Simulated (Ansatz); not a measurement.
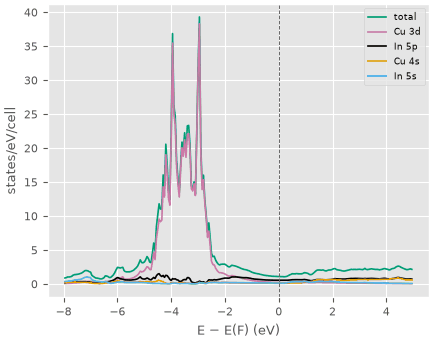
Figure. Total and projected density of states of InCu$_{2}$ in space group P6_3/mmc (No. 194; Cu on 2c, Cu on 2a, In on 2d), r²SCAN (plane waves, PAW; program Ansatz)

Task: Which orbitals carry the states next to the Fermi level?

Result: Within 0.5 eV of the Fermi level: In 5p 48 %, Cu 3d 20 %, In 5s 13 %, Cu 4s 9 %, outside the projected shells 10 %. Projections are on Löwdin-orthogonalised atomic valence shells; empty p or d shells of many metals are not among them.

Task: Where is the tallest occupied peak in this window, and what makes it?

Result: Near -2.9 eV, about 39 states/eV per cell; the largest projected share is Cu 3d.

The workflow started from an entry of the Crystallography Open Database (COD). Whether it is the stable phase at ambient conditions was not checked. Symmetry was held in the r²SCAN relaxation; its stability against distortions is not shown here. No spin polarisation was allowed. Scalar-relativistic: spin–orbit coupling is off unless named, which matters more the heavier the elements.

Potentials: the later of the program's two PAW sets.
